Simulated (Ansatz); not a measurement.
# SnO (tin(ii) oxide) at 6 levels

Wanted: a comparison of 6 runs (HF/STO-3G, HSE06/STO-3G, UPBE0/STO-3G, r2SCAN/STO-3G, wB97M-V/STO-3G, MP2/STO-3G) of SnO (tin(ii) oxide). 

The calculation is run with Ansatz 0.2.0.

53 further runs of the same task are left out: 19 that didn't finish, 34 set aside as unsound or not needed.

## 1. The system as given

SnO: 2 atoms, total charge 0, spin state singlet. SMILES: `[O]=[Sn]`. The Sn2–O1 distance was set to 2.272 Å, away from the relaxed value.

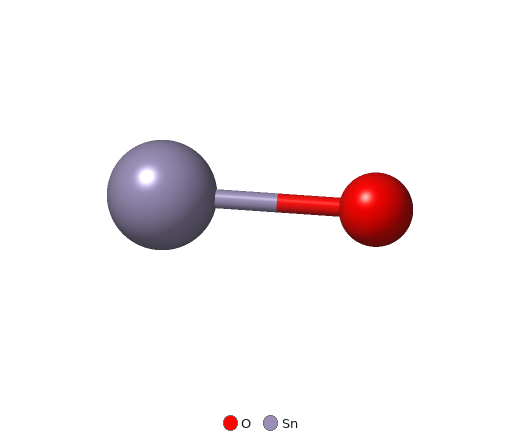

The structure, seen from a chosen angle (oxygen red, tin purple).

## 2. The energy at HF/STO-3G (run 1)

The input, run.yaml:

```yaml
crystal:
  periodic: [false, false, false]
  atoms:
    - {symbol: O, position_ang: [-0.000000, 0.000000, -0.461540]}
    - {symbol: Sn, position_ang: [0.000000, -0.000000, 1.810660]}
basis:
  gaussian: {orbitals: STO-3G}
accuracy: high
total_charge: 0
hamiltonian: {xc: hf}
```

The run is started by

```console
$ ansatz run run.yaml --threads 1 --pin off --max-ram 3480MiB --events-out events.jsonl --progress --plain --runs-dir runs
```

Log:

```text
Warning: RAYON_NUM_THREADS=1 ignored (pool sized by the plan → 1); use --threads N
Functional definition: HF
  name "HF"
  exchange = exact_x
  correlation = 0
557 factors; integrals over basis functions are off by at most 5.0e-9 eV
mean field evaluation 1: about -164258.9727 eV, gradient 4.1e1 eV
mean field evaluation 2: about -164259.0161 eV, gradient 4.1e1 eV
mean field evaluation 4: about -164269.7790 eV, gradient 2.6e1 eV
mean field evaluation 8: about -164272.7943 eV, gradient 4.7e0 eV
mean field evaluation 16: about -164272.9139 eV, gradient 8.7e-4 eV
mean field evaluation 32: about -164260.0778 eV, gradient 3.5e1 eV
mean field evaluation 64: about -164251.1634 eV, gradient 1.0e1 eV
mean field evaluation 96: about -164272.9134 eV, gradient 2.0e-1 eV
mean field -164272.91391912 eV, -6036.9182383473 hartree, gradient 1.4e-8 eV, S^2 0.000000; 0 other end points of the search recorded, 0 dependent functions left out
reference -164272.91391912 eV, -6036.9182383473 hartree; 29, 29 occupied and 3, 3 virtual orbitals, 557 factors
Total energy: -164272.91391912 eV, -6036.9182383473 hartree
```

Run time: 0.5 s. Hardware: 1 thread of Arm Neoverse V2, shared host.

## 3. A single-point energy at HSE06/STO-3G (run 2)

Edit run.yaml of step 2 so:

```diff
@@ -7,4 +7,3 @@
   gaussian: {orbitals: STO-3G}
+hamiltonian: {xc: {name: HSE06}}
 accuracy: high
-total_charge: 0
-hamiltonian: {xc: hf}
```

The run is started by

```console
$ ansatz run run.yaml --threads 1 --pin off --max-ram 3480MiB --events-out events.jsonl --progress --plain --runs-dir runs
```

Log:

```text
Warning: RAYON_NUM_THREADS=1 ignored (pool sized by the plan → 1); use --threads N
Functional definition: HSE06
  name "HSE06"
  parameter a = 0.25
  parameter omega = 0.11/bohr
  exchange = pbe_x - a*pbe_x_sr(omega) + a*exact_x_sr(omega)
  correlation = pbe_c
557 factors; integrals over basis functions are off by at most 5.0e-9 eV
41 factors; integrals over basis functions are off by at most 5.9e-10 eV
mean field evaluation 1: about -164316.6554 eV, gradient 4.5e1 eV
mean field evaluation 2: about -164173.6512 eV, gradient 8.0e1 eV
mean field evaluation 4: about -164299.5690 eV, gradient 4.5e1 eV
mean field evaluation 8: about -164330.1482 eV, gradient 1.1e-4 eV
mean field -164330.14820422 eV, -6039.0215595301 hartree, gradient 1.5e-8 eV, S^2 0.000000; 0 other end points of the search recorded, 0 dependent functions left out
reference -164330.14820571 eV, -6039.0215595847 hartree; 29, 29 occupied and 3, 3 virtual orbitals, 557 factors
Total energy: -164330.14820571 eV, -6039.0215595847 hartree
```

Wall time 1.5 s (1 thread of Arm Neoverse V2, shared host); peak memory 0.1 GiB.

## 4. The energy at UPBE0/STO-3G (run 3)

The input, input.yaml:

```yaml
crystal:
  periodic: [false, false, false]
  atoms:
    - symbol: O
      position_ang: [-0.000000, 0.000000, -0.461540]
    - symbol: Sn
      position_ang: [0.000000, -0.000000, 1.810660]
basis:
  gaussian: {orbitals: STO-3G}
magnetization: {spin_polarized: true, initial_magnetization: 0}
hamiltonian: {xc: pbe0}
accuracy: high
```

The run is started by

```console
$ ansatz run input.yaml --threads 1 --pin off --max-ram 3480MiB --events-out events.jsonl --progress --plain --runs-dir runs
```

Log:

```text
Warning: RAYON_NUM_THREADS=1 ignored (pool sized by the plan → 1); use --threads N
Functional definition: PBE0
  name "PBE0"
  parameter a = 0.25
  parameter kappa = 0.804
  parameter beta = 0.06672455060314922
  exchange = (1 - a)*pbe_x(kappa = kappa, mu = beta*pi^2/3) + a*exact_x
  correlation = pbe_c(beta = beta)
557 factors; integrals over basis functions are off by at most 5.0e-9 eV
mean field evaluation 1: about -164315.7000 eV, gradient 3.2e1 eV
mean field evaluation 2: about -164174.9965 eV, gradient 6.0e1 eV
mean field evaluation 4: about -164301.8380 eV, gradient 3.3e1 eV
mean field evaluation 8: about -164329.6346 eV, gradient 1.8e-1 eV
mean field evaluation 16: about -164330.0958 eV, gradient 3.3e-3 eV
mean field evaluation 32: about -164330.0810 eV, gradient 8.6e-3 eV
mean field evaluation 64: about -164329.6085 eV, gradient 6.4e-4 eV
mean field -164330.09348737 eV, -6039.0195487230 hartree, gradient 2.1e-8 eV, S^2 0.888274; 10 other end points of the search recorded, 0 dependent functions left out
reference -164330.09348855 eV, -6039.0195487663 hartree; 29, 29 occupied and 3, 3 virtual orbitals, 557 factors
Total energy: -164330.09348855 eV, -6039.0195487663 hartree
```

Run time: 9.3 s. Hardware: 1 thread of Arm Neoverse V2, shared host; peak memory 0.16 GiB.

Runs 4 to 5 aren't shown in full; the table further down has their settings and results.

## 5. A single-point energy at MP2/STO-3G (run 6)

The input, in.yaml:

```yaml
crystal:
  periodic: [false, false, false]
  atoms:
    - symbol: O
      position_ang: [-0.000000, 0.000000, -0.461540]
    - symbol: Sn
      position_ang: [0.000000, -0.000000, 1.810660]
basis:
  gaussian:
    orbitals: STO-3G
magnetization:
  spin_polarized: false
  initial_magnetization: 0
correlation:
  method: mp2
  frozen_orbitals: {O: 1, Sn: 18}
accuracy: high
```

The run is started by

```console
$ ansatz run in.yaml --threads 1 --pin off --max-ram 3480MiB --events-out events.jsonl --progress --plain --runs-dir runs
```

Log, shortened:

```text
Warning: RAYON_NUM_THREADS=1 ignored (pool sized by the plan → 1); use --threads N
Functional definition: HF
  name "HF"
[...]
557 factors; integrals over basis functions are off by at most 5.0e-9 eV
[...]
mean field -164272.91391912 eV, -6036.9182383473 hartree, gradient 1.4e-8 eV, S^2 0.000000; 8 other end points of the search recorded, 0 dependent functions left out; unrestricted orbitals would lower it
unrestricted determinant -164276.39950771 eV, -6037.0463313655 hartree, S^2 1.2421
19 core orbitals not correlated: weight in the atoms' cores, before any rotation towards them, 1.000 or more for the frozen orbitals, at most 0.000 for the correlated occupied ones
reference -164272.91391912 eV, -6036.9182383473 hartree; 10, 10 occupied and 3, 3 virtual orbitals, 557 factors
second order -3.40216518 eV of doubles, -0.00000000 eV of singles
WARN: the method's energy lies above the unrestricted determinant's, so it is not that of the lowest state
Total energy: -164276.31608430 eV, -6037.0432656116 hartree
```

It took 1.2 s on 1 thread of Arm Neoverse V2, shared host; peak memory 0.099 GiB.

## 6. The series

```csv
run,level,frozen core orbitals,energy (Eh),wall time
1,HF/STO-3G,–,-6036.918238,0.5 s
2,HSE06/STO-3G,–,-6039.021560,1.5 s
3,UPBE0/STO-3G,–,-6039.019549,9.3 s
4,r2SCAN/STO-3G,–,-6039.529551,2.9 s
5,wB97M-V/STO-3G,–,-6039.446474,12 s
6,MP2/STO-3G,19,-6037.043266,1.2 s
```

## 7. Outcome

| quantity | value |
| --- | --- |
| run 6: total energy | -6037.04327 Eh |
| run 6: correlation energy (19 core orbitals frozen) | -125.0 mEh |

What this shows: Totals of different functionals can't be ranked against each other. In run 6 the log says that unrestricted orbitals would lower the reference, so the values rest on an unstable closed-shell determinant (other closed-shell runs at this shape may share the fault). In runs 1, 2, 3, 4, 5, 6 the basis is minimal, so the values are rough. In runs 1, 2, 3, 4, 5, 6 relativity is left out where basis or elements ask for it. Spin contamination of the reference: run 3 ⟨S²⟩ = 0.89. Where it is this large, the reference is a mixture of spin states, and values that rest on it are in doubt. All runs together took 27 s, the longest 12 s.
